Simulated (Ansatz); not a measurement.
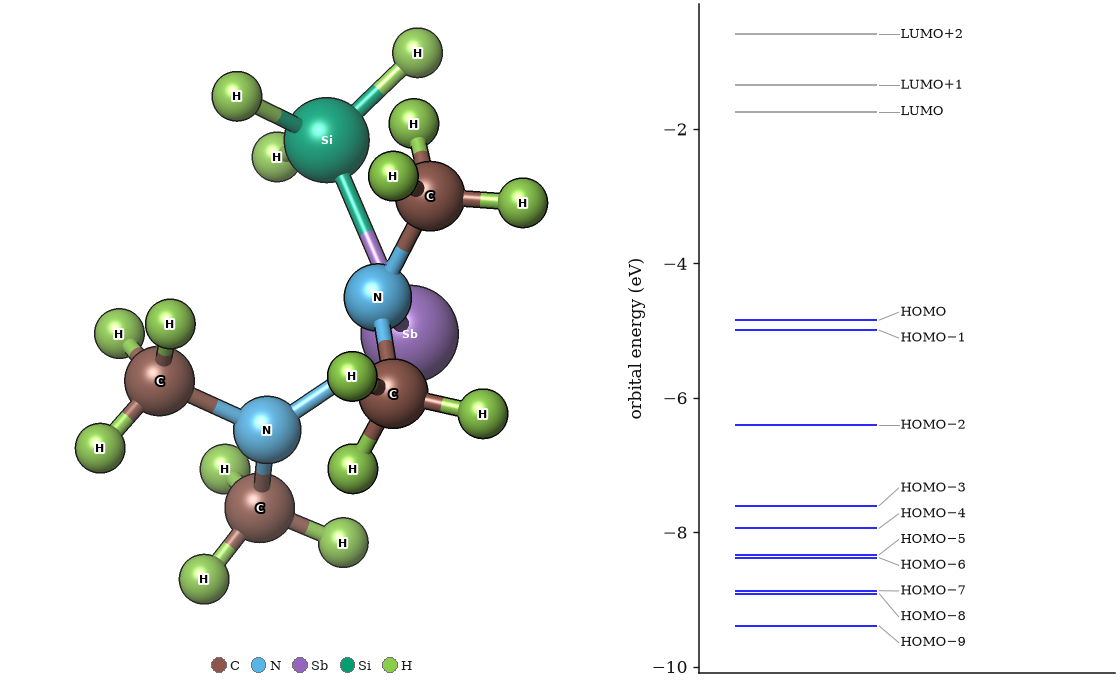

C₄H₁₅N₂SbSi, SMILES C[N](C)[Sb]([SiH3])[N](C)C, singlet. Kohn-Sham orbital energies near the frontier, LDA (SPW92)/def2-TZVPP, the Ansatz code 0.2.0, at a PBE0-D4/def2-TZVP geometry (no frequency check), isolated molecule; empty levels in grey, levels within 0.03 eV side by side.

> Where do the frontier orbitals lie?

HOMO at −4.84 eV, LUMO at −1.74 eV, 3.10 eV apart.

> How far below the HOMO does the next level lie?

0.15 eV.

> List the levels.

```tsv
orbital	energy (eV)
LUMO+2	−0.59
LUMO+1	−1.35
LUMO	−1.74
HOMO	−4.84
HOMO−1	−4.99
HOMO−2	−6.41
HOMO−3	−7.60
HOMO−4	−7.94
HOMO−5	−8.33
HOMO−6	−8.38
HOMO−7	−8.87
HOMO−8	−8.91
HOMO−9	−9.40
```

Caveats: core potentials past krypton; spin-orbit coupling is left out, and with Sb it can shift these levels and split any degenerate set; one conformer of a flexible molecule.
